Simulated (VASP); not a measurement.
Band structure of Cd₄SSe₃ (ordered alloy cell). Calculation: PBE GGA, VASP's PBE PAW potentials (set 64) (plane waves; VASP).

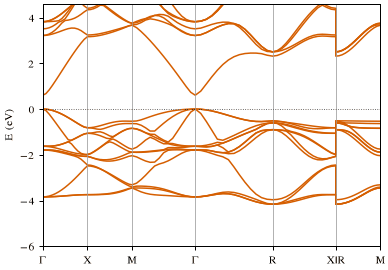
Figure: Bands along high-symmetry lines, zero at the valence-band maximum or, without a gap, the Fermi level

Read the plot: is there a gap, and where are the band edges?

The gap is direct, 0.60 eV, from the valence maximum at Γ to the conduction minimum at Γ. (Edges off the drawn lines would not show.)

The structure was generated: Cd4SSe3 was put into an ordered model structure (P-43m), which need not be its known phase. It was relaxed first, which changed the volume by +7 %.
